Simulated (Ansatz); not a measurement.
# Abstraction of Cl: how K changes with temperature for GeH3Cl + GeHCl2 ⇌ GeH3 + GeHCl3

Species: GeH3Cl (chlorogermane) `[Cl][GeH3]`, singlet; GeHCl2 `[Cl][GeH][Cl]`, doublet; GeH3 `[GeH3]`, doublet; GeHCl3 `[Cl][GeH]([Cl])[Cl]`, singlet. A radical takes Cl: the energy is the difference in strength between two Ge–Cl bonds in different surroundings.

The electronic reaction energy at CCSD(T)/def2-TZVPP is +7.0 kJ/mol. Shapes: PBE0-D4/def2-TZVP. Programs: Ansatz 0.2.0. Enthalpy and entropy come from rigid-rotor, harmonic-oscillator sums on unscaled PBE0-D4/def2-TZVP wavenumbers, ideal gases at 1 bar. Symmetry numbers: GeH3Cl 3, GeHCl2 1, GeH3 3, GeHCl3 3. R = 8.3145 J/(mol K).

```
T (K)  ΔH (kJ/mol)  ΔS (J/(mol K))
  300         +4.6           -15.4
  500         +5.5           -13.1
  700            ?               ?
```

Task: Work out ln K at 300 and 500 K, and from these estimate it at 700 K.

Result: 
1. 300 K: ΔG = +4.6 − 300 × (-15.4)/1000 = +9.2 kJ/mol; ln K = −ΔG/RT = -3.69.
2. 500 K: ΔG = +5.5 − 500 × (-13.1)/1000 = +12.1 kJ/mol; ln K = −ΔG/RT = -2.91.
3. Slope against 1000/T: (-2.91 − (-3.69))/(2.0000 − 3.3333) = -0.58, that is −ΔH/R with ΔH near +5 kJ/mol.
4. 700 K: ln K = -3.69 + (-0.58) × (1.4286 − 3.3333) = -2.59.

The full sums give ΔH = +5.9 kJ/mol, ΔS = -12.3 J/(mol K), ΔG = +14.5 kJ/mol and ln K = -2.49 at 700 K, so the line is off by -0.10 in ln K; without rounding the miss is -0.05, from the change of ΔH with temperature. ΔG stays too near zero to say which side is favoured. An error of 10 kJ/mol in the energy moves ln K by 1.7 at 700 K. Soft modes are treated as harmonic, which can err either way at these temperatures; the lowest are those of GeHCl2 (141 cm⁻¹), GeHCl3 (142 cm⁻¹). Open shells run unrestricted. Relativity is left out for Ge. Outer-core shells of Ge are correlated, in sets that cover them unevenly.

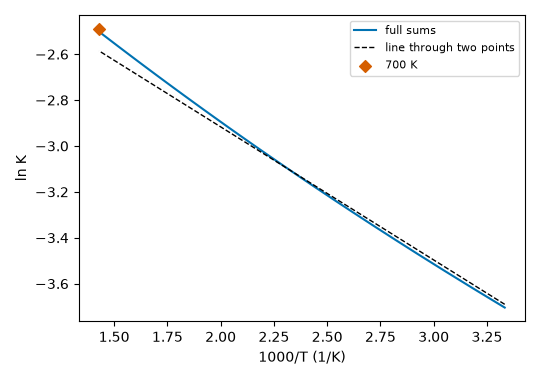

The van 't Hoff plot.
